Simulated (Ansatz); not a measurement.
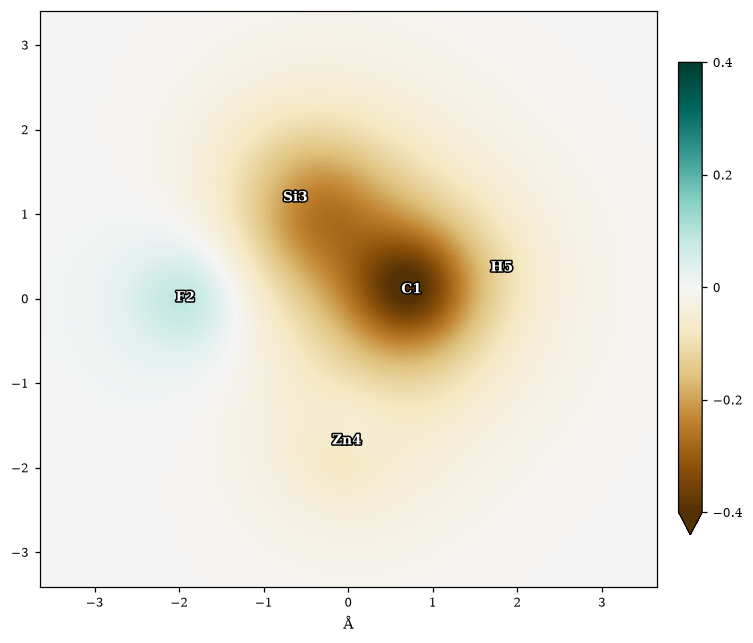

Figure 1: CHFSiZn (SMILES F/[Si-]=[CH]\[Zn]) (charge −1, doublet). The HOMO (β) on a plane 0.8 Å above the molecular plane (values in Å⁻³ᐟ²; the overall sign is arbitrary).

Geometry: r2SCAN-D4/def2-SVPD.

Theory: isolated molecule in a Gaussian basis; Kohn-Sham density functional theory, functional PBE0 (Ansatz).

```yaml
atoms:
  - { symbol: C, position_ang: [-0.2072, -2.7292, -0.7570] }
  - { symbol: F, position_ang: [-1.1436, -0.8176, -2.3796] }
  - { symbol: Si, position_ang: [-1.4211, -1.4607, -0.7649] }
  - { symbol: Zn, position_ang: [0.6549, -2.6231, -2.4974] }
  - { symbol: H, position_ang: [0.0252, -3.4364, 0.0506] }
```

**What is the character of this orbital?**

Its weight (Hirshfeld) is mainly on C1 (about 50 %), Si3 (about 35 %) and Zn4 (about 10 %); it changes sign across the molecular plane (π type); π-bonding across C1–Si3. Its energy is −1.27 eV.
